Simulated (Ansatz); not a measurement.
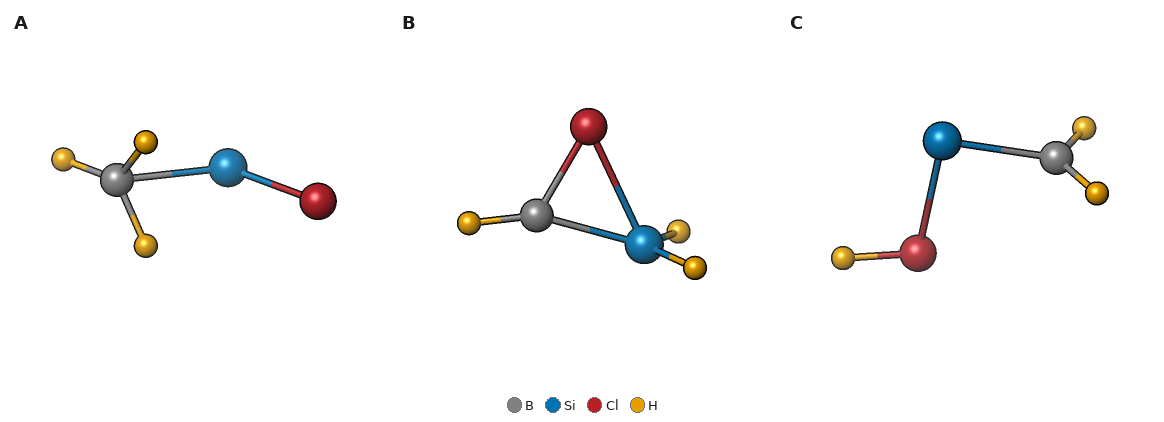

3 stationary structures of one formula. Charge +1, singlet. Geometries: PBE0-D4/def2-TZVP. Electronic energies: RHF-CCSD(T) (frozen core)/def2-TZVPP (Ansatz 0.2.0), without zero-point energy. No frequency run is at hand to confirm each as a minimum.

### Rank them by energy, lowest first.

B is lowest (Cs); A lies 0.348 eV above it (Cs), C lies 1.811 eV above it (Cs).
